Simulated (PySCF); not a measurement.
# C3H7B: NMR shifts at several levels of theory, part 2 of 2

PySCF 2.14.0. Atoms count from 0.

### Step 9. Shielding tensors: wB97X-D/pcSseg-2

What the job is given:

```
{"job": {"kind": "nmr", "xc": "wB97X-D", "basis": "pcSseg-2", "pop": false}, "charge": 0, "multiplicity": 1}
B     -1.809845     0.255831     0.220423
C     -0.496921    -0.254050    -0.436649
C      0.758986    -0.230755     0.368621
C      1.927227     0.266259    -0.040925
H     -1.923578     0.304216     1.424987
H     -2.770564     0.512576    -0.469505
H     -0.347058     0.110559    -1.465713
H     -0.835573    -1.315441    -0.569893
H      0.684122    -0.637214     1.385565
H      2.049318     0.689230    -1.043560
H      2.803147     0.275025     0.612093
```

With the program's defaults for keys left out, this is: GIAO wB97X-D/pcSseg-2 NMR shielding, non-relativistic, gas phase.

The log of the run:

```text
coarse grid: 8688 points
cycle   1  E = -143.3084128163  dE =  2.493e-01  |g| = 2.640e-01  |ddm| = 2.039e+00
cycle   2  E = -143.3231090428  dE = -1.470e-02  |g| = 1.613e-01  |ddm| = 3.368e-01
cycle   3  E = -143.3295064382  dE = -6.397e-03  |g| = 2.660e-02  |ddm| = 1.144e-01
cycle   4  E = -143.3297530865  dE = -2.466e-04  |g| = 7.968e-03  |ddm| = 3.900e-02
cycle   5  E = -143.3297686437  dE = -1.556e-05  |g| = 3.629e-03  |ddm| = 9.380e-03
cycle   6  E = -143.3297725497  dE = -3.906e-06  |g| = 7.008e-04  |ddm| = 3.472e-03
final grid: 82440 points
cycle   7  E = -143.3347562819  dE = -1.452e-04  |g| = 3.724e-03  |ddm| = 4.762e-02
cycle   8  E = -143.3347586569  dE = -2.375e-06  |g| = 2.556e-03  |ddm| = 6.124e-03
cycle   9  E = -143.3347601835  dE = -1.527e-06  |g| = 4.549e-04  |ddm| = 1.852e-03
cycle  10  E = -143.3347602379  dE = -5.436e-08  |g| = 2.672e-04  |ddm| = 6.855e-04
cycle  11  E = -143.3347602555  dE = -1.764e-08  |g| = 3.995e-05  |ddm| = 2.102e-04
cycle  12  E = -143.3347602564  dE = -8.719e-10  |g| = 1.201e-05  |ddm| = 8.655e-05
converged SCF energy = -143.3347602564

GIAO shielding tensors (ppm)
atom      isotropic    diamagn.    paramagn.     s11        s22        s33       span
  0 B       17.558     192.407    -174.849    -52.779    -18.061    123.514    176.293
  1 C      137.744     243.119    -105.375    108.016    144.300    160.917     52.901
  2 C       32.095     253.666    -221.572    -94.576     41.487    149.373    243.949
  3 C       61.054     253.052    -191.998    -55.161     83.963    154.362    209.523
  4 H       24.133      29.717      -5.584     17.655     27.280     27.462      9.807
  5 H       24.141      28.973      -4.832     18.151     27.005     27.266      9.114
  6 H       27.946      30.621      -2.675     24.796     28.404     30.638      5.842
  7 H       29.835      29.128       0.707     25.022     29.605     34.877      9.855
  8 H       24.731      31.716      -6.985     22.763     24.128     27.302      4.539
  9 H       26.114      31.317      -5.204     23.406     25.556     29.379      5.973
 10 H       26.193      29.874      -3.681     23.641     25.279     29.659      6.018
```

It took 47 s on 1 thread of Arm Neoverse N1, shared host; peak memory 1 GiB.

Key values: δ C2 152.3, C3 123.4, C1 46.7, B0 82.4, H4 7.22, H8 6.62 ppm (means over like atoms).

### Step 10. Shielding tensors: LC-wPBE/pcSseg-2

The job, as its differences from that of step 9:

```diff
@@ -1,2 +1,2 @@
-{"job": {"kind": "nmr", "xc": "wB97X-D", "basis": "pcSseg-2", "pop": false}, "charge": 0, "multiplicity": 1}
+{"job": {"kind": "nmr", "xc": "LC-wPBE", "basis": "pcSseg-2", "pop": false}, "charge": 0, "multiplicity": 1}
 B     -1.809845     0.255831     0.220423
```

Level: GIAO LC-wPBE/pcSseg-2 NMR shielding, non-relativistic, gas phase.

The log of the run:

```text
coarse grid: 8688 points
cycle   1  E = -143.2534363780  dE =  3.210e-01  |g| = 2.451e-01  |ddm| = 2.024e+00
cycle   2  E = -143.2716252838  dE = -1.819e-02  |g| = 1.107e-01  |ddm| = 3.007e-01
cycle   3  E = -143.2746160590  dE = -2.991e-03  |g| = 3.786e-02  |ddm| = 9.719e-02
cycle   4  E = -143.2750477881  dE = -4.317e-04  |g| = 1.139e-02  |ddm| = 4.306e-02
cycle   5  E = -143.2750796975  dE = -3.191e-05  |g| = 3.299e-03  |ddm| = 1.109e-02
cycle   6  E = -143.2750837383  dE = -4.041e-06  |g| = 6.745e-04  |ddm| = 3.671e-03
final grid: 82440 points
cycle   7  E = -143.2788229162  dE = -8.689e-05  |g| = 3.824e-03  |ddm| = 3.912e-02
cycle   8  E = -143.2788252297  dE = -2.314e-06  |g| = 2.302e-03  |ddm| = 4.272e-03
cycle   9  E = -143.2788265255  dE = -1.296e-06  |g| = 3.510e-04  |ddm| = 1.780e-03
cycle  10  E = -143.2788265544  dE = -2.887e-08  |g| = 1.969e-04  |ddm| = 4.102e-04
cycle  11  E = -143.2788265634  dE = -9.080e-09  |g| = 3.029e-05  |ddm| = 1.462e-04
cycle  12  E = -143.2788265638  dE = -3.889e-10  |g| = 9.407e-06  |ddm| = 5.237e-05
converged SCF energy = -143.2788265638

GIAO shielding tensors (ppm)
atom      isotropic    diamagn.    paramagn.     s11        s22        s33       span
  0 B        7.524     191.599    -184.075    -69.977    -34.007    126.557    196.534
  1 C      141.670     241.151     -99.481    110.612    148.256    166.143     55.532
  2 C       32.135     252.390    -220.255   -101.761     42.705    155.460    257.222
  3 C       60.274     252.328    -192.054    -62.433     83.802    159.452    221.885
  4 H       23.785      29.582      -5.797     16.865     27.081     27.409     10.544
  5 H       23.777      29.032      -5.255     17.307     26.895     27.130      9.823
  6 H       27.840      30.355      -2.515     24.486     28.380     30.653      6.166
  7 H       29.872      28.988       0.883     24.854     29.677     35.085     10.231
  8 H       24.568      31.445      -6.877     22.519     23.948     27.236      4.717
  9 H       25.979      31.247      -5.268     23.154     25.364     29.419      6.265
 10 H       26.031      29.980      -3.949     23.406     25.141     29.547      6.141
```

It took 55 s on 1 thread of Arm Neoverse N1, shared host; peak memory 0.9 GiB.

This run: δ C2 156.2, C3 128.0, C1 46.6, B0 91.4, H4 7.54, H8 6.75 ppm (means over like atoms).

### Step 11. NMR shieldings: PBE0/STO-3G

The job, as its differences from that of step 10:

```diff
@@ -1,2 +1,2 @@
-{"job": {"kind": "nmr", "xc": "LC-wPBE", "basis": "pcSseg-2", "pop": false}, "charge": 0, "multiplicity": 1}
+{"job": {"kind": "nmr", "xc": "PBE0", "basis": "STO-3G", "pop": true}, "charge": 0, "multiplicity": 1}
 B     -1.809845     0.255831     0.220423
```

Method: GIAO PBE0/STO-3G NMR shielding, non-relativistic, gas phase.

The log of the run:

```text
coarse grid: 8688 points
cycle   1  E = -141.4163694830  dE =  1.498e-01  |g| = 1.865e-01  |ddm| = 3.942e+00
cycle   2  E = -141.4233999188  dE = -7.030e-03  |g| = 1.333e-01  |ddm| = 4.602e-01
cycle   3  E = -141.4287290477  dE = -5.329e-03  |g| = 3.801e-02  |ddm| = 2.045e-01
cycle   4  E = -141.4290939178  dE = -3.649e-04  |g| = 1.580e-02  |ddm| = 6.044e-02
cycle   5  E = -141.4291681370  dE = -7.422e-05  |g| = 2.503e-03  |ddm| = 2.045e-02
cycle   6  E = -141.4291701459  dE = -2.009e-06  |g| = 2.054e-04  |ddm| = 3.551e-03
final grid: 82440 points
cycle   7  E = -141.4183347170  dE = -6.038e-06  |g| = 2.605e-03  |ddm| = 1.112e-02
cycle   8  E = -141.4183358431  dE = -1.126e-06  |g| = 1.929e-03  |ddm| = 6.283e-03
cycle   9  E = -141.4183369689  dE = -1.126e-06  |g| = 4.915e-04  |ddm| = 2.820e-03
cycle  10  E = -141.4183370408  dE = -7.194e-08  |g| = 8.230e-05  |ddm| = 6.388e-04
cycle  11  E = -141.4183370429  dE = -2.089e-09  |g| = 8.127e-06  |ddm| = 1.098e-04
cycle  12  E = -141.4183370429  dE = -2.024e-11  |g| = 1.217e-06  |ddm| = 1.163e-05
converged SCF energy = -141.4183370429

GIAO shielding tensors (ppm)
atom      isotropic    diamagn.    paramagn.     s11        s22        s33       span
  0 B       41.369     195.841    -154.471    -31.014      1.579    153.543    184.556
  1 C      199.756     244.247     -44.492    181.523    202.398    215.346     33.823
  2 C      120.637     252.356    -131.720     31.087    125.195    205.628    174.542
  3 C      130.726     253.137    -122.411     41.614    140.802    209.763    168.150
  4 H       25.362      30.899      -5.536     18.845     28.362     28.880     10.035
  5 H       25.212      30.096      -4.884     19.146     27.916     28.575      9.429
  6 H       29.569      31.439      -1.870     25.137     29.069     34.502      9.365
  7 H       31.480      29.650       1.830     26.023     29.541     38.875     12.853
  8 H       26.738      31.949      -5.211     24.997     26.600     28.616      3.618
  9 H       27.665      31.551      -3.886     24.966     26.297     31.732      6.766
 10 H       27.416      30.073      -2.657     24.956     26.182     31.109      6.154
```

Run time: 3.1 s. Hardware: 1 thread of Arm Neoverse N1, shared host; peak memory 0.42 GiB.

In short: δ C2 114.1, C3 104.0, C1 34.9, B0 87.4, H4 7.32, H8 5.87 ppm (means over like atoms).

### Step 12. NMR shieldings: PBE0/6-31G

The job, as its differences from that of step 11:

```diff
@@ -1,2 +1,2 @@
-{"job": {"kind": "nmr", "xc": "PBE0", "basis": "STO-3G", "pop": true}, "charge": 0, "multiplicity": 1}
+{"job": {"kind": "nmr", "xc": "PBE0", "basis": "6-31G", "pop": true}, "charge": 0, "multiplicity": 1}
 B     -1.809845     0.255831     0.220423
```

Level: GIAO PBE0/6-31G NMR shielding, non-relativistic, gas phase.

The log of the run:

```text
coarse grid: 8688 points
cycle   1  E = -143.1075464452  dE =  1.715e-01  |g| = 3.123e-01  |ddm| = 2.760e+00
cycle   2  E = -143.1109114237  dE = -3.365e-03  |g| = 3.004e-01  |ddm| = 6.534e-01
cycle   3  E = -143.1364816407  dE = -2.557e-02  |g| = 2.144e-02  |ddm| = 3.364e-01
cycle   4  E = -143.1365405628  dE = -5.892e-05  |g| = 1.749e-02  |ddm| = 3.772e-02
cycle   5  E = -143.1366205648  dE = -8.000e-05  |g| = 4.427e-03  |ddm| = 1.877e-02
cycle   6  E = -143.1366262480  dE = -5.683e-06  |g| = 6.900e-04  |ddm| = 5.010e-03
final grid: 82440 points
cycle   7  E = -143.1049835436  dE = -9.992e-06  |g| = 5.377e-03  |ddm| = 1.522e-02
cycle   8  E = -143.1049828676  dE =  6.760e-07  |g| = 5.700e-03  |ddm| = 1.233e-02
cycle   9  E = -143.1049918620  dE = -8.994e-06  |g| = 8.337e-04  |ddm| = 6.391e-03
cycle  10  E = -143.1049920462  dE = -1.842e-07  |g| = 1.321e-04  |ddm| = 7.958e-04
cycle  11  E = -143.1049920512  dE = -4.974e-09  |g| = 3.137e-05  |ddm| = 1.601e-04
cycle  12  E = -143.1049920515  dE = -2.797e-10  |g| = 7.189e-06  |ddm| = 3.857e-05
converged SCF energy = -143.1049920515

GIAO shielding tensors (ppm)
atom      isotropic    diamagn.    paramagn.     s11        s22        s33       span
  0 B       35.460     194.156    -158.696    -30.783      0.338    136.825    167.609
  1 C      153.619     248.013     -94.394    124.586    160.020    176.251     51.665
  2 C       65.177     252.310    -187.133    -42.954     72.264    166.221    209.174
  3 C       86.611     256.623    -170.011    -13.032    103.213    169.653    182.685
  4 H       24.076      29.625      -5.549     17.259     26.828     28.142     10.883
  5 H       24.158      29.421      -5.263     17.721     26.432     28.322     10.601
  6 H       28.934      30.844      -1.909     25.705     29.259     31.839      6.134
  7 H       30.840      29.163       1.677     25.881     30.290     36.350     10.468
  8 H       25.825      30.382      -4.557     24.599     25.165     27.710      3.111
  9 H       27.131      31.359      -4.227     24.587     26.482     30.326      5.739
 10 H       27.233      29.640      -2.407     24.662     26.579     30.459      5.797
```

Wall time 5.5 s (1 thread of Arm Neoverse N1, shared host); peak memory 0.42 GiB.

This run: δ C2 134.4, C3 112.9, C1 45.9, B0 77.7, H4 8.49, H8 6.79 ppm (means over like atoms).

### Step 13. Side by side: NMR shifts

Shifts (ppm) of some atoms, chosen among heavy atoms and hydrogens apart, means over like atoms, with basis size and wall time:

```csv
run,C2,C3,C1,H4,H8,H6,B0,functions,time
PBE0/pcSseg-2,151.0,122.2,49.6,7.45,6.66,2.62,86.9,242,37 s
mPW1PW91/pcSseg-2,150.9,122.2,49.0,7.38,6.63,2.59,86.1,242,36 s
WP04/pcSseg-2,148.5,121.1,43.8,6.37,6.18,2.32,81.1,242,38 s
B97-2/pcSseg-2,147.6,119.3,47.4,7.21,6.57,2.57,81.9,242,36 s
BHandHLYP/pcSseg-2,152.1,122.1,45.9,7.07,6.56,2.38,84.9,242,36 s
CAM-B3LYP/pcSseg-2,154.5,123.8,49.2,7.40,6.65,2.51,90.2,242,48 s
wB97X-D/pcSseg-2,152.3,123.4,46.7,7.22,6.62,2.47,82.4,242,47 s
LC-wPBE/pcSseg-2,156.2,128.0,46.6,7.54,6.75,2.46,91.4,242,55 s
PBE0/STO-3G,114.1,104.0,34.9,7.32,5.87,2.08,87.4,27,3.1 s
PBE0/6-31G,134.4,112.9,45.9,8.49,6.79,2.72,77.7,50,5.5 s
```

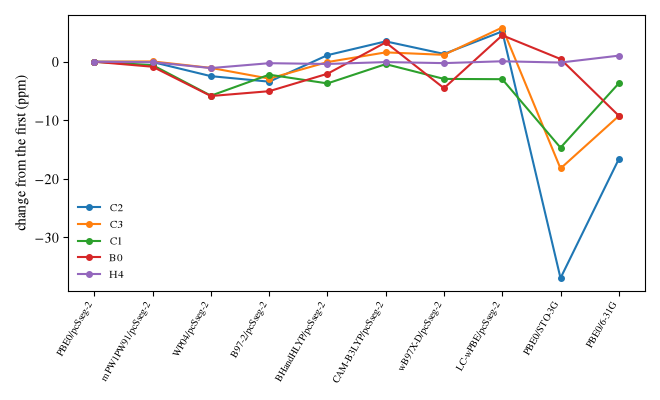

How five of the tabulated atoms move from run to run.

### Step 14. What came out

What follows sums up all 2 parts.

```
                                                              quantity                                             value
                                                           point group                                                C1
                                  rotational constants (main isotopes)                             27.07, 4.18, 3.97 GHz
                                13C shifts against TMS (PBE0/pcSseg-2)                            151.0, 122.2, 49.6 ppm
1H shifts against TMS (PBE0/pcSseg-2, means over atoms taken as alike)                  7.45, 6.66, 5.21, 5.15, 2.62 ppm
                           11B shifts against BF3·OEt2 (PBE0/pcSseg-2)                                          86.9 ppm
                                              range of the shift of C2                                114.1 to 156.2 ppm
                                         property runs in this session  10, of which 0 failed and 1 gave unsound results
```

In words: Single values in the summary come from the first run of each kind that ended normally (PBE0/pcSseg-2), which need not be the best level. The optimisation took 9 steps and gained 0.190 eV; among the close pairs (by a distance rule), B0–H4 changed most, from 1.159 to 1.211 Å. No frequency check was run at this level, so the end point may be a saddle. The most deshielded carbon is C2 (alkene CH), at 151.0 ppm: the olefinic region. At PBE0/pcSseg-2: The widest tensor belongs to C2: span 238 ppm, with a paramagnetic part of -220 ppm. In ppm, C2 moves most: its shift spreads over 42.1 ppm, from 114.1 (PBE0/STO-3G) to 156.2 (LC-wPBE/pcSseg-2). A minimal basis is unusable for shieldings, so that end is no result.
